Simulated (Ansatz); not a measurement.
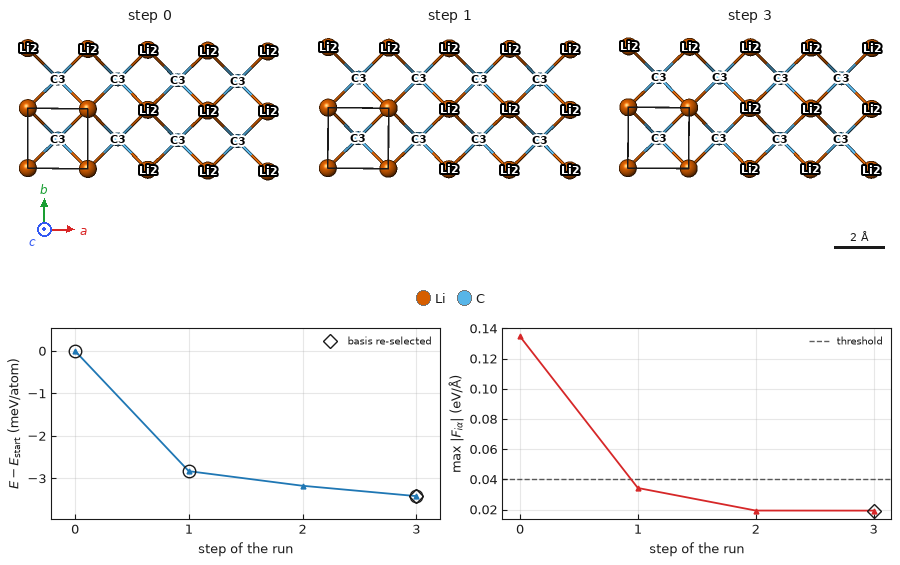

Frames of a relaxation of a crystal of Li$_{2}$C (built on the random type) (coarse preliminary run), marked on the history of the run. Style: ball-and-stick. Shown: the cell of the calculation, repeated 4 × 2 × 1 with one cell outlined, along the c axis.

Case: random cell with space group Pmna (No. 53).

Theory: DFT PBE, scalar-relativistic, plane waves, PAW in Ansatz 0.2.0.

Input
```yaml
crystal:
  lattice:
    - [1.7045605086, -1.7282710339, 0.0]
    - [1.7045605086, 1.7282710339, 0.0]
    - [0.0, 0.0, 5.7021333832]
  atoms:
    - { symbol: Li, position: [0.0, 0.0, 0.2811376197] }
    - { symbol: Li, position: [0.0, 0.0, 0.7188623803] }
    - { symbol: C, position: [0.5, 0.5, 0.5] }
basis:
  ecutwfc: 420
kpoints:
  mp_grid: { grid: [8, 8, 4] }
hamiltonian:
  xc: pbe
scf:
  occupations: { method: gaussian, width: 0.1 }
  lower_state_search: "off"
output:
  forces: true
  stress: true
  eigenvalues: true
relax:
  adjacent_minimum: "off"
  f_tol: 0.04
  max_steps: 70
  cell: { stress_tol: 0.4 }
```

Run as
```bash
ansatz run input.yaml --threads 1 --pin off --max-ram 2560MiB --backend cpu --events-out ev --progress --plain --runs-dir out
```

### Describe the path.

After 2 accepted moves (3 points after the start) the energy has fallen by 3.4 meV per atom. The largest force component goes from 0.13 to 0.019 eV/Å. Pressure: 0.24 GPa at the start and 0.13 GPa at the end. The SCF was repeated once at an unchanged geometry on a basis and grid sized afresh for the cell, which shifted the energy by 0.2 meV per atom at most. The largest moves relative to the cell, 0.035 Å, are those of Li1 and Li2. Li1 goes along +c. C stays in place. The volume changes by +2.6 %, with a = b 2.427 → 2.462 Å (+1.4 %), c 5.702 → 5.686 Å (−0.3 %), γ 90.8° → 90.0°. Among the contacts that change: Li1–Li2 2.496 → 2.418 Å, Li1–Li1 2.427 → 2.462 Å, Li1–C3 2.132 → 2.120 Å. Bond angles that change, for instance: C3–Li1–C3 107.6° → 110.5°. The space group (tolerance 0.01 Å) goes from Cmmm (No. 65) to P4/mmm (No. 123). The run took 4.6 s on 1 thread of Intel(R) Xeon(R) Platinum 8488C (Sapphire Rapids) (shared host), peak memory 0.34 GiB. From step 0 to 1: Li atoms move most (0.03 Å), volume +1.7 %, energy −2.8 meV per atom. From step 1 to 3: volume +0.9 %, energy −0.6 meV per atom.

```csv
step,"E − E(0), meV/atom","largest force component, eV/Å","pressure, GPa","volume, Å³/atom",note
0,0.00,0.1347,0.24,11.199,
1,-2.83,0.0343,0.25,11.392,
2,-3.17,0.0193,0.10,11.490,
3,-3.42,0.0193,0.13,11.490,"same geometry, new basis"
```
